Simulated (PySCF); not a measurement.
## BH2Br: a changed input and its effect

System: BH2Br.
Method of run A: RKS PBE0-D4/def2-TZVPP, density fitting (PySCF 2.14.0).

The geometry comes from this level: PBE0-D4/def2-TZVP. Text and figures count atoms from 1; the logs count them from 0 in places.

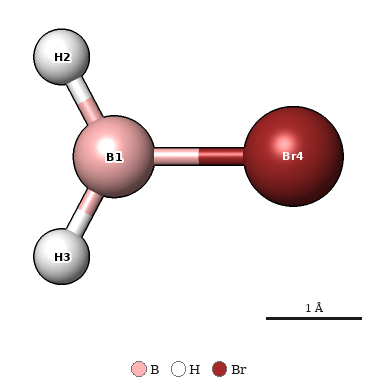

The structure (ball-and-stick view, seen on its broad side; atoms are numbered from 1 in the order of the input).

**Input file, run A**
```python
import json, numpy as np
from pyscf import gto, scf, dft, mp, cc
EV, BOHR = 27.211386245988, 0.529177210903
mol = gto.M(atom="""
B -0.508276 0.247508 -0.584205
H -0.018328 -0.314829 -1.509681
H -0.383555 1.408564 -0.362576
Br -1.555811 -0.772601 0.614862
""", basis="def2-tzvpp", charge=0, spin=0, max_memory=8670, verbose=0)
def mean_field(mol, dm=None):
    mf = dft.RKS(mol, xc="pbe0").density_fit()
    mf.conv_tol = 1e-9; mf.grids.level = 4
    mf.kernel(dm0=dm)
    if not mf.converged: mf = mf.newton().run(mf.mo_coeff, mf.mo_occ)
    assert mf.converged
    return mf
def d4(mol):
    from pyscf.dispersion.dftd4 import DFTD4Dispersion
    real = gto.M(atom=[(mol.atom_pure_symbol(i), mol.atom_coord(i)) for i in range(4)], unit='B', charge=mol.charge, spin=None, basis='def2-svp', verbose=0)
    r = DFTD4Dispersion(real, xc="pbe0", atm=True).get_dispersion(grad=True); return r["energy"], r["gradient"]
def energy_and_gradient(mol, dm=None):
    mf = mean_field(mol, dm); e, g = d4(mol)
    return mf, (mf.e_tot + e) * EV, (mf.nuc_grad_method().kernel()[:4] + g) * EV / BOHR
out = {}
mf = mean_field(mol); e = d4(mol)[0]
out.update(energy=(mf.e_tot + e) * EV, converged=True, dispersion=e * EV)
out['s2'] = mf.spin_square()[0]; out['nelec'] = mol.nelec
print(f"Total energy {out['energy']:.6f} eV, <S^2> {out['s2']:.4f}")
json.dump(out, open("out.json", "w"), default=float)
```

Launched with:
```bash
OMP_NUM_THREADS=4 python run.py
```

Hardware: 4 threads of Arm Neoverse V2, 23 GiB of memory available, shared host.

**Output (run A)**
```
Total energy -70746.515110 eV, <S^2> 0.0000
```

The input of run B differs as follows (lines with − go, lines with + come):
```diff
-    mf = dft.RKS(mol, xc="pbe0").density_fit()
+    mf = dft.RKS(mol, xc="pbe").density_fit()
-    r = DFTD4Dispersion(real, xc="pbe0", atm=True).get_dispersion(grad=True); return r["energy"], r["gradient"]
+    r = DFTD4Dispersion(real, xc="pbe", atm=True).get_dispersion(grad=True); return r["energy"], r["gradient"]
```

Predict how the results change.

The total energies belong to different models, so their difference says nothing on which is more stable or more accurate. The functional changes from PBE0 to PBE.

**Output (run B)**
```
Total energy -70743.825198 eV, <S^2> 0.0000
```

**The two runs side by side**

| quantity | run A | run B |
| --- | --- | --- |
| outcome | converged | converged |
| total energy (hartree) | −2599.886477 | −2599.787624 |
| basis functions | 107 | 107 |
| wall time (shared host) | 2.4 s | 2.7 s |
